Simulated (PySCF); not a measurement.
# YbH6O6 (-3): ligand-field states

Aim: compute the ligand-field states of YbH6O6 (-3).

Programs: PySCF 2.14.0, with routines of our own; each step states its level. All values are computed. Atoms count from 0.

## 1. The system as given

13 atoms, charge -3, states of the metal's open shell are computed; geometry from: model geometry, bond lengths from ionic radii.

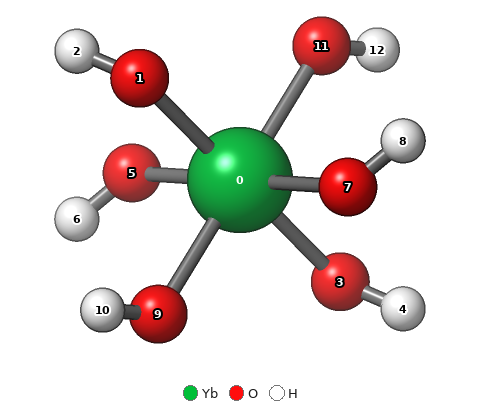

The starting geometry (ytterbium green, oxygen red, hydrogen white); sticks join atoms by distance alone.

## 2. Ligand-field states: state-averaged CASSCF in water

The job: settings as JSON, then the geometry in Å.

```
{"job": {"kind": "lf", "basis": {"metal": "x2c-TZVPall", "ligand": "x2c-SVPall"}, "nevpt": true, "solvent": "water"}, "charge": -3, "metal": "Yb", "open_shell": "f13"}
Yb     0.000000     0.000000     0.000000
O      0.000000     0.000000     2.238000
H      0.800000     0.000000     2.778000
O      0.000000     0.000000    -2.238000
H     -0.800000     0.000000    -2.778000
O      2.238000     0.000000     0.000000
H      2.778000     0.800000     0.000000
O     -2.238000     0.000000     0.000000
H     -2.778000    -0.800000     0.000000
O      0.000000     2.238000     0.000000
H      0.000000     2.778000     0.800000
O     -0.000000    -2.238000     0.000000
H     -0.000000    -2.778000    -0.800000
```

With the program's defaults for keys left out, this is: state-averaged CASSCF of the metal f shell, SC-NEVPT2 on the averaged canonical orbitals, state-interaction spin-orbit coupling.

The run is started by

```bash
> OMP_NUM_THREADS=1 python lf_run.py task.json out
```

This one command runs all jobs of the session in turn.

Log:

```text
basis functions 218, electrons 127, active (13e, 7o)
stage 1: DIIS on the effective Fock matrix, level shift 0.30
cycle   1  E = -14451.9633788662  dE = -1.445e+04  max|g| = 1.269e+01
cycle   2  E = -14218.4163392662  dE =  2.335e+02  max|g| = 2.320e+01
cycle   3  E = -13890.5183920454  dE =  3.279e+02  max|g| = 3.971e+01
cycle   4  E = -14447.0618004059  dE = -5.565e+02  max|g| = 1.091e+01
cycle   5  E = -14470.7348962450  dE = -2.367e+01  max|g| = 6.227e+00
cycle   6  E = -14507.3481036542  dE = -3.661e+01  max|g| = 1.468e+00
cycle   7  E = -14508.9370929152  dE = -1.589e+00  max|g| = 6.396e-01
cycle   8  E = -14508.9334578674  dE =  3.635e-03  max|g| = 1.906e-01
cycle   9  E = -14509.0897647239  dE = -1.563e-01  max|g| = 2.961e-01
cycle  10  E = -14509.1190629412  dE = -2.930e-02  max|g| = 1.156e-01
cycle  11  E = -14508.9669319052  dE =  1.521e-01  max|g| = 1.080e-01
cycle  12  E = -14508.9011712646  dE =  6.576e-02  max|g| = 1.608e-01
cycle  13  E = -14508.8385884868  dE =  6.258e-02  max|g| = 2.187e-01
cycle  14  E = -14508.7922009912  dE =  4.639e-02  max|g| = 2.676e-01
cycle  15  E = -14508.7594573661  dE =  3.274e-02  max|g| = 3.068e-01
stage 2: quasi-Newton rotations from the point of smallest gradient
cycle  17  E = -14509.0613636461  dE = -9.443e-02  max|g| = 3.416e-01
cycle  18  E = -14509.0966772299  dE = -3.531e-02  max|g| = 1.851e-01
cycle  20  E = -14509.1164139789  dE = -1.974e-02  max|g| = 2.188e-01
cycle  21  E = -14509.1286340471  dE = -1.222e-02  max|g| = 4.471e-02
cycle  22  E = -14509.1313215416  dE = -2.687e-03  max|g| = 1.075e-02
cycle  23  E = -14509.1313940032  dE = -7.246e-05  max|g| = 2.259e-03
cycle  24  E = -14509.1313970815  dE = -3.078e-06  max|g| = 5.024e-04
cycle  25  E = -14509.1313976841  dE = -6.026e-07  max|g| = 1.868e-04
cycle  26  E = -14509.1313976997  dE = -1.558e-08  max|g| = 2.123e-05
cycle  27  E = -14509.1313977019  dE = -2.250e-09  max|g| = 1.210e-05
cycle  28  E = -14509.1313977021  dE = -1.673e-10  max|g| = 2.609e-06
converged average energy = -14509.1313977021

 mult deg   label        CASSCF/cm-1   NEVPT2/cm-1
   2   2   2Eu                 0.0           0.0
   2   1   2Au               112.0         179.2
   2   2   2Eu               446.5         670.8
   2   1   2Au               638.3         891.2
   2   1   2Au               745.2        1060.0

spin-orbit levels / cm-1
      0.00  x2  2Eu 0.68 2Au 0.31
    322.00  x2  2Eu 0.57 2Eu 0.43
    492.12  x2  2Eu 0.38 2Au 0.27 2Au 0.26
    878.91  x2  2Au 0.54 2Au 0.29 2Eu 0.16
  10364.27  x2  2Eu 0.57 2Eu 0.43
  10421.36  x2  2Au 0.41 2Eu 0.24 2Eu 0.20
  10979.04  x2  2Au 0.44 2Au 0.29 2Eu 0.26
```

Wall time 45 s (1 thread of Intel Xeon Platinum 8375C at 2.90GHz, shared host); peak memory 0.65 GiB.

From this job:

| quantity | value |
| --- | --- |
| spin-orbit constant ζ | 2900 cm⁻¹ |

Powder susceptibility:

```csv
T (K),χT (cm³ K/mol),μ(eff)
2,0.651,2.28
5,0.672,2.32
10,0.707,2.38
20,0.776,2.49
30,0.846,2.60
50,0.985,2.81
75,1.158,3.04
100,1.325,3.25
150,1.621,3.60
200,1.851,3.85
250,2.018,4.02
300,2.140,4.14
```

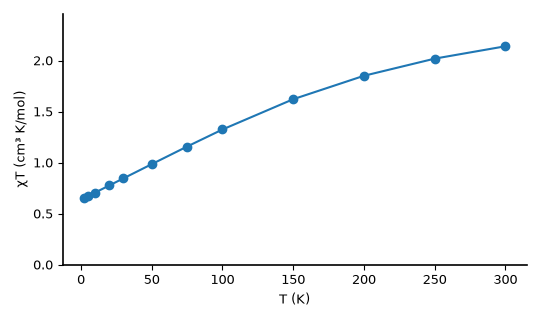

χT against temperature.

## 3. Ligand-field states: state-averaged CASSCF (axial bond length × 0.9) in water

The job: settings as JSON, then the geometry in Å.

```
{"job": {"kind": "lf", "basis": {"metal": "x2c-TZVPall", "ligand": "x2c-SVPall"}, "nevpt": true, "solvent": "water", "reuse": true}, "charge": -3, "metal": "Yb", "open_shell": "f13"}
Yb     0.000000     0.000000     0.000000
O      0.000000     0.000000     2.014200
H      0.800000     0.000000     2.554200
O      0.000000     0.000000    -2.014200
H     -0.800000     0.000000    -2.554200
O      2.238000     0.000000     0.000000
H      2.778000     0.800000     0.000000
O     -2.238000     0.000000     0.000000
H     -2.778000    -0.800000     0.000000
O      0.000000     2.238000     0.000000
H      0.000000     2.778000     0.800000
O     -0.000000    -2.238000     0.000000
H     -0.000000    -2.778000    -0.800000
```

Method: state-averaged CASSCF of the metal f shell, SC-NEVPT2 on the averaged canonical orbitals, state-interaction spin-orbit coupling.

Log:

```text
basis functions 218, electrons 127, active (13e, 7o)
start from the orbitals of the previous structure
stage 1: DIIS on the effective Fock matrix, level shift 0.30
cycle   1  E = -14506.6537149065  dE = -1.451e+04  max|g| = 1.179e+01
cycle   2  E = -14508.9609459992  dE = -2.307e+00  max|g| = 3.740e-01
cycle   3  E = -14509.0371285622  dE = -7.618e-02  max|g| = 1.454e-01
cycle   4  E = -14509.0645785814  dE = -2.745e-02  max|g| = 5.691e-02
cycle   5  E = -14509.0343368433  dE =  3.024e-02  max|g| = 6.606e-02
cycle   6  E = -14509.0754920199  dE = -4.116e-02  max|g| = 4.231e-02
cycle   7  E = -14509.0787275127  dE = -3.235e-03  max|g| = 5.083e-02
cycle   8  E = -14509.0619250540  dE =  1.680e-02  max|g| = 5.681e-02
cycle   9  E = -14509.0545770540  dE =  7.348e-03  max|g| = 5.486e-02
cycle  10  E = -14509.0500538032  dE =  4.523e-03  max|g| = 5.583e-02
cycle  11  E = -14509.0471301819  dE =  2.924e-03  max|g| = 5.717e-02
cycle  12  E = -14509.0482493021  dE = -1.119e-03  max|g| = 5.037e-02
cycle  13  E = -14509.0616384850  dE = -1.339e-02  max|g| = 4.917e-02
cycle  14  E = -14509.0751633928  dE = -1.352e-02  max|g| = 4.384e-02
cycle  15  E = -14509.0769069989  dE = -1.744e-03  max|g| = 4.264e-02
stage 2: quasi-Newton rotations from the point of smallest gradient
cycle  17  E = -14509.0948859131  dE = -1.939e-02  max|g| = 2.523e-02
cycle  18  E = -14509.0953029799  dE = -4.171e-04  max|g| = 3.068e-02
cycle  19  E = -14509.0955806909  dE = -2.777e-04  max|g| = 5.569e-03
cycle  20  E = -14509.0955997216  dE = -1.903e-05  max|g| = 9.946e-04
cycle  21  E = -14509.0956019382  dE = -2.217e-06  max|g| = 3.137e-04
cycle  22  E = -14509.0956021168  dE = -1.787e-07  max|g| = 8.535e-05
cycle  23  E = -14509.0956021451  dE = -2.830e-08  max|g| = 2.716e-05
cycle  24  E = -14509.0956021490  dE = -3.864e-09  max|g| = 7.051e-06
converged average energy = -14509.0956021490

 mult deg   label        CASSCF/cm-1   NEVPT2/cm-1
   2   1   2Au                 0.0           0.0
   2   1   2Au               539.1         733.7
   2   1   2Au               741.6        1015.7
   2   1   2Au              1110.7        1537.1
   2   1   2Au              1232.5        1649.7
   2   1   2Au              1355.4        1810.5
   2   1   2Au              1428.9        1957.4

spin-orbit levels / cm-1
      0.00  x2  2Au 0.59 2Au 0.25 2Au 0.14
    779.38  x2  2Au 0.35 2Au 0.29 2Au 0.24
   1186.24  x2  2Au 0.46 2Au 0.22 2Au 0.17
   1470.52  x2  2Au 0.51 2Au 0.33 2Au 0.08
  10366.54  x2  2Au 0.38 2Au 0.29 2Au 0.21
  11146.87  x2  2Au 0.36 2Au 0.21 2Au 0.17
  11563.94  x2  2Au 0.39 2Au 0.32 2Au 0.22
```

It took 34 s on 1 thread of Intel Xeon Platinum 8375C at 2.90GHz, shared host; peak memory 0.69 GiB.

Warnings kept with the result: spin Hamiltonian not valid, low-lying orbital states.

Key values:

```csv
quantity,value
spin-orbit constant ζ,2897 cm⁻¹
```

Powder susceptibility:

```
T (K)  χT (cm³ K/mol)  μ(eff)
    2           1.325    3.25
   20           1.363    3.30
  100           1.531    3.50
  300           1.921    3.92
```

## 4. Ligand-field states: state-averaged CASSCF (axial bond length × 0.95) in water

Settings changed since step 3:

```diff
@@ -2,6 +2,6 @@
 Yb     0.000000     0.000000     0.000000
-O      0.000000     0.000000     2.014200
-H      0.800000     0.000000     2.554200
-O      0.000000     0.000000    -2.014200
-H     -0.800000     0.000000    -2.554200
+O      0.000000     0.000000     2.126100
+H      0.800000     0.000000     2.666100
+O      0.000000     0.000000    -2.126100
+H     -0.800000     0.000000    -2.666100
 O      2.238000     0.000000     0.000000
```

Method: state-averaged CASSCF of the metal f shell, SC-NEVPT2 on the averaged canonical orbitals, state-interaction spin-orbit coupling.

Log:

```text
basis functions 218, electrons 127, active (13e, 7o)
start from the orbitals of the previous structure
stage 1: DIIS on the effective Fock matrix, level shift 0.30
cycle   1  E = -14508.2288798579  dE = -1.451e+04  max|g| = 1.016e+01
cycle   2  E = -14509.0836088906  dE = -8.547e-01  max|g| = 2.206e-01
cycle   3  E = -14509.0853453128  dE = -1.736e-03  max|g| = 7.454e-02
cycle   4  E = -14509.0981912696  dE = -1.285e-02  max|g| = 8.844e-02
cycle   5  E = -14509.1049403114  dE = -6.749e-03  max|g| = 5.436e-02
cycle   6  E = -14509.1093792173  dE = -4.439e-03  max|g| = 4.093e-02
cycle   7  E = -14509.1055899017  dE =  3.789e-03  max|g| = 4.708e-02
cycle   8  E = -14509.0923084172  dE =  1.328e-02  max|g| = 6.167e-02
cycle   9  E = -14509.0728960095  dE =  1.941e-02  max|g| = 6.743e-02
cycle  10  E = -14509.0181447808  dE =  5.475e-02  max|g| = 1.019e-01
cycle  11  E = -14508.9221742276  dE =  9.597e-02  max|g| = 1.960e-01
cycle  12  E = -14508.8221808435  dE =  9.999e-02  max|g| = 3.082e-01
cycle  13  E = -14508.7642373121  dE =  5.794e-02  max|g| = 3.738e-01
cycle  14  E = -14508.7264720414  dE =  3.777e-02  max|g| = 4.184e-01
cycle  15  E = -14508.7244404216  dE =  2.032e-03  max|g| = 4.204e-01
stage 2: quasi-Newton rotations from the point of smallest gradient
cycle  17  E = -14509.1215496186  dE = -1.217e-02  max|g| = 1.318e-02
cycle  18  E = -14509.1217971985  dE = -2.476e-04  max|g| = 1.719e-02
cycle  19  E = -14509.1218914049  dE = -9.421e-05  max|g| = 4.203e-03
cycle  20  E = -14509.1219037991  dE = -1.239e-05  max|g| = 8.647e-04
cycle  21  E = -14509.1219051896  dE = -1.391e-06  max|g| = 2.504e-04
cycle  22  E = -14509.1219053434  dE = -1.538e-07  max|g| = 4.147e-05
cycle  23  E = -14509.1219053552  dE = -1.172e-08  max|g| = 1.900e-05
cycle  24  E = -14509.1219053572  dE = -2.046e-09  max|g| = 4.776e-06
converged average energy = -14509.1219053572

 mult deg   label        CASSCF/cm-1   NEVPT2/cm-1
   2   1   2Au                 0.0           0.0
   2   1   2Au               276.7         361.9
   2   1   2Au               370.8         503.6
   2   1   2Au               707.9        1004.2
   2   1   2Au               760.7        1047.6
   2   1   2Au               924.3        1250.8
   2   1   2Au              1025.5        1420.2

spin-orbit levels / cm-1
      0.00  x2  2Au 0.54 2Au 0.25 2Au 0.19
    495.64  x2  2Au 0.29 2Au 0.28 2Au 0.24
    715.84  x2  2Au 0.37 2Au 0.20 2Au 0.16
   1084.36  x2  2Au 0.53 2Au 0.30 2Au 0.09
  10321.12  x2  2Au 0.39 2Au 0.22 2Au 0.16
  10715.24  x2  2Au 0.27 2Au 0.25 2Au 0.18
  11176.98  x2  2Au 0.43 2Au 0.29 2Au 0.17
```

Run time: 34 s. Hardware: 1 thread of Intel Xeon Platinum 8375C at 2.90GHz, shared host; peak memory 0.7 GiB.

Warnings kept with the result: spin Hamiltonian not valid, low-lying orbital states.

From this job:

```csv
quantity,value
spin-orbit constant ζ,2899 cm⁻¹
```

Powder susceptibility:

| T (K) | χT (cm³ K/mol) | μ(eff) |
| --- | --- | --- |
| 2 | 1.150 | 3.03 |
| 20 | 1.214 | 3.12 |
| 100 | 1.500 | 3.46 |
| 300 | 2.064 | 4.06 |

## 5. Ligand-field states: state-averaged CASSCF (axial bond length × 1.05) in water

Settings changed since step 4:

```diff
@@ -2,6 +2,6 @@
 Yb     0.000000     0.000000     0.000000
-O      0.000000     0.000000     2.126100
-H      0.800000     0.000000     2.666100
-O      0.000000     0.000000    -2.126100
-H     -0.800000     0.000000    -2.666100
+O      0.000000     0.000000     2.349900
+H      0.800000     0.000000     2.889900
+O      0.000000     0.000000    -2.349900
+H     -0.800000     0.000000    -2.889900
 O      2.238000     0.000000     0.000000
```

With the program's defaults for keys left out, this is: state-averaged CASSCF of the metal f shell, SC-NEVPT2 on the averaged canonical orbitals, state-interaction spin-orbit coupling.

Log:

```text
basis functions 218, electrons 127, active (13e, 7o)
start from the orbitals of the previous structure
stage 1: DIIS on the effective Fock matrix, level shift 0.30
cycle   1  E = -14507.5158843028  dE = -1.451e+04  max|g| = 2.014e+01
cycle   2  E = -14509.0500239353  dE = -1.534e+00  max|g| = 3.707e-01
cycle   3  E = -14509.0421245913  dE =  7.899e-03  max|g| = 1.007e-01
cycle   4  E = -14509.0793116406  dE = -3.719e-02  max|g| = 1.536e-01
cycle   5  E = -14509.0854986191  dE = -6.187e-03  max|g| = 6.511e-02
cycle   6  E = -14509.1235581249  dE = -3.806e-02  max|g| = 7.141e-02
cycle   7  E = -14509.1254354697  dE = -1.877e-03  max|g| = 4.184e-02
cycle   8  E = -14509.0628771965  dE =  6.256e-02  max|g| = 7.142e-02
cycle   9  E = -14508.9500950562  dE =  1.128e-01  max|g| = 1.859e-01
cycle  10  E = -14508.8380839531  dE =  1.120e-01  max|g| = 2.940e-01
cycle  11  E = -14508.7503472316  dE =  8.774e-02  max|g| = 3.255e-01
cycle  12  E = -14508.6844828963  dE =  6.586e-02  max|g| = 4.631e-01
cycle  13  E = -14508.6329867064  dE =  5.150e-02  max|g| = 5.516e-01
cycle  14  E = -14508.5825482868  dE =  5.044e-02  max|g| = 5.728e-01
cycle  15  E = -14508.5365758822  dE =  4.597e-02  max|g| = 6.402e-01
stage 2: quasi-Newton rotations from the point of smallest gradient
cycle  17  E = -14509.1297111031  dE = -4.276e-03  max|g| = 5.236e-02
cycle  18  E = -14509.1305084973  dE = -7.974e-04  max|g| = 2.808e-02
cycle  19  E = -14509.1307915580  dE = -2.831e-04  max|g| = 1.237e-03
cycle  20  E = -14509.1307944949  dE = -2.937e-06  max|g| = 6.326e-04
cycle  21  E = -14509.1307954315  dE = -9.366e-07  max|g| = 1.326e-04
cycle  22  E = -14509.1307955163  dE = -8.476e-08  max|g| = 4.255e-05
cycle  23  E = -14509.1307955239  dE = -7.651e-09  max|g| = 1.559e-05
cycle  24  E = -14509.1307955246  dE = -7.167e-10  max|g| = 5.875e-06
converged average energy = -14509.1307955246

 mult deg   label        CASSCF/cm-1   NEVPT2/cm-1
   2   1   2Au                 0.0           0.0
   2   1   2Au               102.8         154.4
   2   1   2Au               356.8         451.0
   2   1   2Au               562.3         792.7
   2   1   2Au               577.7         811.7
   2   1   2Au               752.7        1015.2
   2   1   2Au               836.5        1153.5

spin-orbit levels / cm-1
      0.00  x2  2Au 0.50 2Au 0.38 2Au 0.09
    458.96  x2  2Au 0.32 2Au 0.28 2Au 0.18
    582.91  x2  2Au 0.28 2Au 0.21 2Au 0.20
    928.52  x2  2Au 0.53 2Au 0.33 2Au 0.08
  10301.21  x2  2Au 0.38 2Au 0.33 2Au 0.15
  10645.36  x2  2Au 0.38 2Au 0.25 2Au 0.15
  11030.78  x2  2Au 0.43 2Au 0.30 2Au 0.14
```

It took 34 s on 1 thread of Intel Xeon Platinum 8375C at 2.90GHz, shared host; peak memory 0.7 GiB.

Warnings kept with the result: spin Hamiltonian not valid, low-lying orbital states.

Key values:

```csv
quantity,value
spin-orbit constant ζ,2901 cm⁻¹
```

Powder susceptibility:

```
T (K)  χT (cm³ K/mol)  μ(eff)
    2           1.393    3.34
   20           1.449    3.40
  100           1.697    3.68
  300           2.185    4.18
```

## 6. Ligand-field states: state-averaged CASSCF (axial bond length × 1.1) in water

Settings changed since step 5:

```diff
@@ -2,6 +2,6 @@
 Yb     0.000000     0.000000     0.000000
-O      0.000000     0.000000     2.349900
-H      0.800000     0.000000     2.889900
-O      0.000000     0.000000    -2.349900
-H     -0.800000     0.000000    -2.889900
+O      0.000000     0.000000     2.461800
+H      0.800000     0.000000     3.001800
+O      0.000000     0.000000    -2.461800
+H     -0.800000     0.000000    -3.001800
 O      2.238000     0.000000     0.000000
```

With the program's defaults for keys left out, this is: state-averaged CASSCF of the metal f shell, SC-NEVPT2 on the averaged canonical orbitals, state-interaction spin-orbit coupling.

Log:

```text
basis functions 218, electrons 127, active (13e, 7o)
start from the orbitals of the previous structure
stage 1: DIIS on the effective Fock matrix, level shift 0.30
cycle   1  E = -14508.8897837617  dE = -1.451e+04  max|g| = 1.299e+01
cycle   2  E = -14509.0966844299  dE = -2.069e-01  max|g| = 1.341e-01
cycle   3  E = -14509.0737333257  dE =  2.295e-02  max|g| = 8.711e-02
cycle   4  E = -14509.0544748153  dE =  1.926e-02  max|g| = 8.247e-02
cycle   5  E = -14509.1000586964  dE = -4.558e-02  max|g| = 6.542e-02
cycle   6  E = -14509.0928315612  dE =  7.227e-03  max|g| = 5.946e-02
cycle   7  E = -14509.1149946538  dE = -2.216e-02  max|g| = 4.309e-02
cycle   8  E = -14509.0828436217  dE =  3.215e-02  max|g| = 7.741e-02
cycle   9  E = -14509.0002916159  dE =  8.255e-02  max|g| = 9.859e-02
cycle  10  E = -14508.9132708022  dE =  8.702e-02  max|g| = 1.800e-01
cycle  11  E = -14508.8213611024  dE =  9.191e-02  max|g| = 2.763e-01
cycle  12  E = -14508.7506565898  dE =  7.070e-02  max|g| = 3.582e-01
cycle  13  E = -14508.7086199553  dE =  4.204e-02  max|g| = 4.134e-01
cycle  14  E = -14508.6923184518  dE =  1.630e-02  max|g| = 3.728e-01
cycle  15  E = -14508.6302300240  dE =  6.209e-02  max|g| = 4.457e-01
stage 2: quasi-Newton rotations from the point of smallest gradient
cycle  17  E = -14509.1226159377  dE = -7.621e-03  max|g| = 6.253e-02
cycle  18  E = -14509.1236336980  dE = -1.018e-03  max|g| = 3.834e-02
cycle  19  E = -14509.1241598195  dE = -5.261e-04  max|g| = 1.130e-03
cycle  20  E = -14509.1241620477  dE = -2.228e-06  max|g| = 7.554e-04
cycle  21  E = -14509.1241629618  dE = -9.141e-07  max|g| = 8.349e-05
cycle  22  E = -14509.1241629993  dE = -3.750e-08  max|g| = 3.366e-05
cycle  23  E = -14509.1241630063  dE = -7.021e-09  max|g| = 9.039e-06
converged average energy = -14509.1241630063

 mult deg   label        CASSCF/cm-1   NEVPT2/cm-1
   2   1   2Au                 0.0           0.0
   2   1   2Au               116.7         184.6
   2   1   2Au               618.0         772.5
   2   1   2Au               709.9         936.5
   2   1   2Au               763.1        1008.8
   2   1   2Au               913.0        1184.9
   2   1   2Au               954.6        1271.9

spin-orbit levels / cm-1
      0.00  x2  2Au 0.52 2Au 0.43
    628.88  x2  2Au 0.34 2Au 0.26 2Au 0.14
    813.58  x2  2Au 0.42 2Au 0.27 2Au 0.20
   1075.95  x2  2Au 0.49 2Au 0.41 2Au 0.06
  10301.52  x2  2Au 0.39 2Au 0.38 2Au 0.09
  10924.24  x2  2Au 0.33 2Au 0.30 2Au 0.24
  11168.74  x2  2Au 0.42 2Au 0.34 2Au 0.10
```

It took 33 s on 1 thread of Intel Xeon Platinum 8375C at 2.90GHz, shared host; peak memory 0.69 GiB.

Warnings kept with the result: spin Hamiltonian not valid, low-lying orbital states.

From this job:

```
             quantity      value
spin-orbit constant ζ  2902 cm⁻¹
```

Powder susceptibility:

```csv
T (K),χT (cm³ K/mol),μ(eff)
2,1.742,3.73
20,1.772,3.76
100,1.904,3.90
300,2.202,4.20
```

## 7. The runs side by side

From the NEVPT2 states (cm⁻¹; the spread is that of the fitted one-electron ligand-field levels):

```
step                   setting  ground state  next state  orbital spread     ζ  μ(eff), 300 K
   2                  as given           2Eu  2Au at 179            1060  2900           4.14
   3   axial bond length × 0.9           2Au  2Au at 734            1957  2897           3.92
   4  axial bond length × 0.95           2Au  2Au at 362            1420  2899           4.06
   5  axial bond length × 1.05           2Au  2Au at 154            1154  2901           4.18
   6   axial bond length × 1.1           2Au  2Au at 185            1272  2902           4.20
```

## 8. What came out

| quantity | value |
| --- | --- |
| spin-orbit constant ζ (step 2, state-averaged CASSCF in water) | 2900 cm⁻¹ |
| ground multiplicity, μ(eff) at 300 K (step 2, 6 donors at 2.24 Å) | 2, 4.14 μB |
| ground multiplicity, μ(eff) at 300 K (step 3, 6 donors at 2.01 to 2.24 Å) | 2, 3.92 μB |
| ground multiplicity, μ(eff) at 300 K (step 4, 6 donors at 2.13 to 2.24 Å) | 2, 4.06 μB |
| ground multiplicity, μ(eff) at 300 K (step 5, 6 donors at 2.24 to 2.35 Å) | 2, 4.18 μB |
| ground multiplicity, μ(eff) at 300 K (step 6, 6 donors at 2.24 to 2.46 Å) | 2, 4.20 μB |

**Reading.** In step 2, χT goes from 0.65 at 2 K to 2.14 cm³ K/mol at 300 K, as higher levels fill or mix in. The spread of the ligand-field levels runs from 1060 cm⁻¹ (as given) to 1957 cm⁻¹ (axial bond length × 0.9); μ(eff) at 300 K: 3.92 to 4.20 μB.
